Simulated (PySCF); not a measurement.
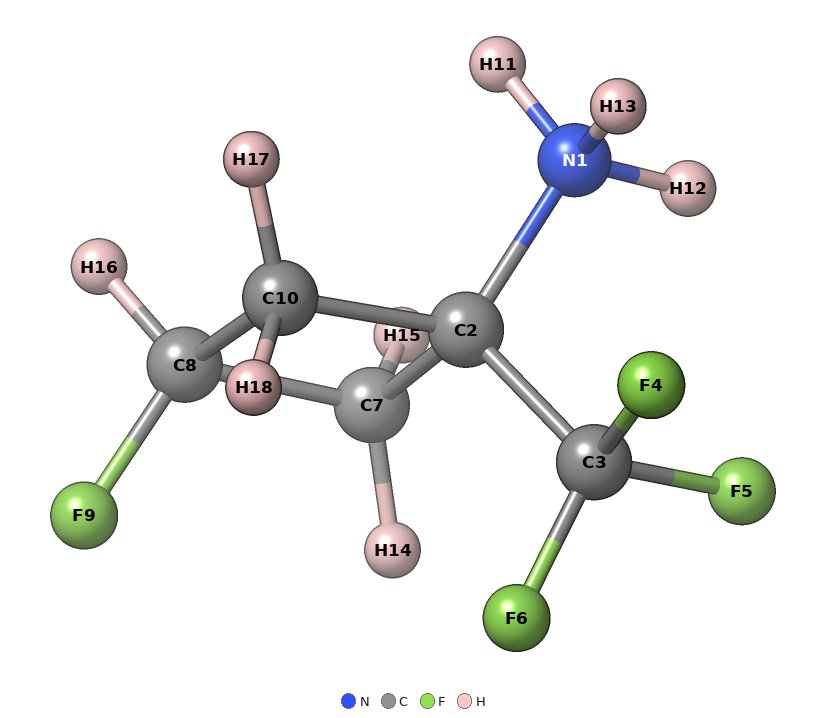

Atoms fade into the background with distance from the viewer. The species has charge +1 and is a spin singlet. Computed geometry: GFN2-xTB optimisation. No frequency run is at hand to confirm it as a minimum.

> What is the conformation of the ring C2–C7–C8–C10?

It is planar. The Cremer–Pople amplitude Q is 0.04 Å.

> Give the torsion angles round the ring, beginning with the bond from its second to its third atom.

−3°, 3°, −3°, 3°.
